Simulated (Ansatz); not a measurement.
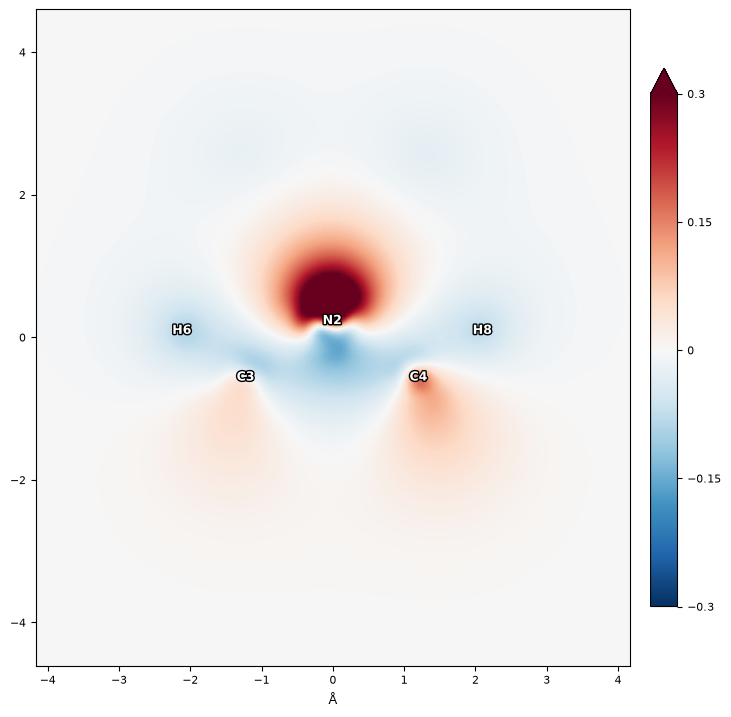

Figure. C₂H₉GeN. The HOMO on the plane of atoms N2, C3 and H6 (values in Å⁻³ᐟ²; the overall sign is arbitrary).

Geometry: PBE-D4/def2-SVP; not at a stationary point (largest force 0.6 eV/Å).

All numbers below come from Ansatz, RKS PBE0-D4/def2-TZVP.

```yaml
atoms:
  - { symbol: Ge, position_ang: [-0.0239, -0.0474, -1.7032] }
  - { symbol: N, position_ang: [0.1586, 0.2904, 0.1145] }
  - { symbol: C, position_ang: [1.0937, -0.5263, 0.8628] }
  - { symbol: C, position_ang: [-1.0353, 0.6369, 0.8602] }
  - { symbol: H, position_ang: [1.4028, -0.0007, 1.7961] }
  - { symbol: H, position_ang: [2.0136, -0.7119, 0.2707] }
  - { symbol: H, position_ang: [0.6850, -1.5236, 1.1747] }
  - { symbol: H, position_ang: [-1.6874, 1.3101, 0.2661] }
  - { symbol: H, position_ang: [-1.6544, -0.2455, 1.1719] }
  - { symbol: H, position_ang: [-0.7618, 1.1819, 1.7935] }
  - { symbol: H, position_ang: [1.4109, -0.1019, -2.2876] }
  - { symbol: H, position_ang: [-0.8432, 1.1302, -2.2904] }
  - { symbol: H, position_ang: [-0.7586, -1.3922, -2.0292] }
```

Question: Where does this orbital lie, and at what energy?

Answer: It lies mainly on N2 (about 55 %), Ge1 (about 10 %), C3 (about 10 %) and C4 (about 10 %). Its energy is −6.20 eV.
